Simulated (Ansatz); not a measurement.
**CH₄BNSi: small, medium and large basis sets**

Aim: see how fast density functionals converge with the basis set for CH₄BNSi.

Method: one geometry, several basis sets; program: Ansatz 0.2.0, Gaussian basis.

The runs, in order: PBE0-D4/def2-SVP; ωB97M-V/def2-SVP; PBE0-D4/def2-QZVPP; ωB97M-V/def2-QZVPP; the functionals' def2-TZVPP values are taken from earlier runs.

1 further run of the same task is left out (it didn't finish).

### 1 The relaxed structure

The geometry comes from an earlier relaxation with PBE0-D4 in a triple-zeta def2 set; it is a stationary point, not always the lowest conformer.

SMILES `B[SiH2]C#N`, 8 atoms, charge 0, spin multiplicity 1.

Atoms are counted from 1 here; the program's logs count them from 0.

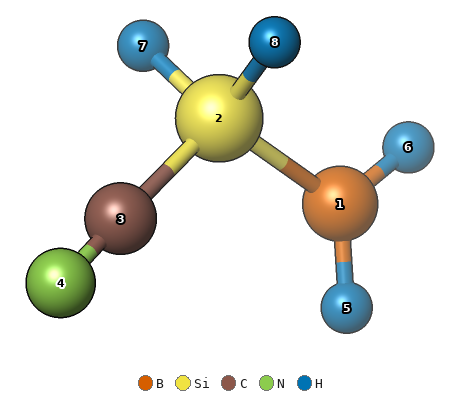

The structure; boron orange, silicon yellow, carbon brown, nitrogen green, hydrogen blue; atoms are numbered from 1 in the order of the file.

### 2 PBE0-D4 in def2-SVP

Contents of in.yaml:

```yaml
crystal:
  periodic: [false, false, false]
  atoms:
    - {symbol: B, position_ang: [-1.134396, 0.898897, -0.415849]}
    - {symbol: Si, position_ang: [0.277090, -0.110728, 0.594101]}
    - {symbol: C, position_ang: [1.283863, -1.212796, -0.502754]}
    - {symbol: N, position_ang: [1.893968, -1.889178, -1.208158]}
    - {symbol: H, position_ang: [-1.293158, 0.789908, -1.591985]}
    - {symbol: H, position_ang: [-1.843422, 1.640371, 0.196191]}
    - {symbol: H, position_ang: [-0.328588, -0.991151, 1.626647]}
    - {symbol: H, position_ang: [1.236843, 0.817677, 1.246107]}
basis:
  gaussian: {orbitals: def2-SVP}
hamiltonian: {xc: pbe0, dispersion: d4}
output: {orbitals: {seedname: orbitals}}
```

On the command line:

```
ansatz run in.yaml --threads 2 --pin off --events-out ev --progress --plain --max-ram 4352MiB
```

The runs that follow: ωB97M-V in def2-SVP; PBE0-D4 in def2-QZVPP; ωB97M-V in def2-QZVPP.

Q: Predict the results of all the runs planned. Wanted: PBE0-D4: double and triple zeta above quadruple; ωB97M-V: double and triple zeta above quadruple.

As calculated:

| quantity | value |
| --- | --- |
| PBE0-D4: double and triple zeta above quadruple | 6.92, 0.44 eV |
| ωB97M-V: double and triple zeta above quadruple | 7.10, 0.41 eV |

For PBE0-D4 the step from double to triple zeta gains 6.48 eV and the next only 0.44 eV. Total energies overstate the basis error of differences, where much of it tends to cancel.
